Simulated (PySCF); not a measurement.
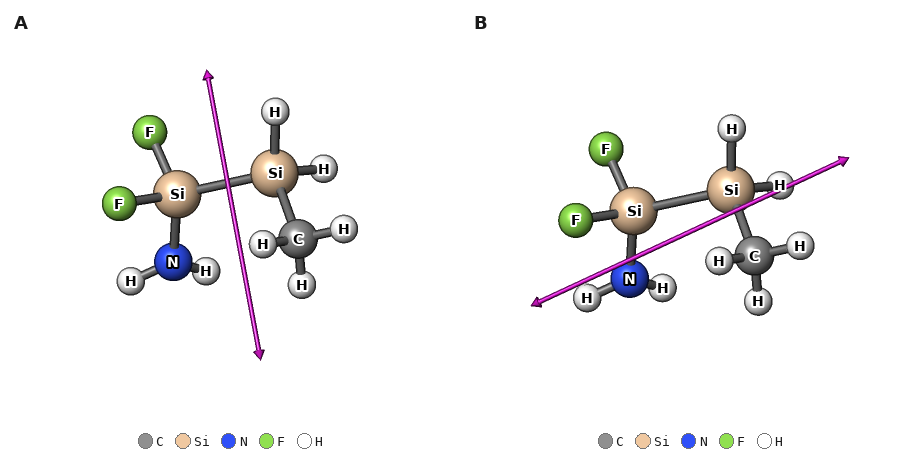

The double arrows show the directions of two transition dipoles from the ground state (lengths mean nothing). The computed structure is the end point of a GFN2-xTB optimisation. No frequency run is at hand to confirm it as a minimum. Level of theory: TDDFT ωB97X-D/def2-SVPD, vertical, gas phase, core orbitals frozen in the response (PySCF 2.14.0).

One belongs to singlet state 2 and one to singlet state 6. Which is which?

A: state 6, 8.29 eV (150 nm), oscillator strength 0.032, mainly HOMO−2 → LUMO (weight 0.59).
B: state 2, 7.40 eV (168 nm), oscillator strength 0.027, of mixed character, with the largest part HOMO → LUMO (weight 0.44).

The geometry is semi-empirical. Around Si such bond lengths and angles can be off by a tenth of an ångström or more and by several degrees, and values that hang on the shape move with them.
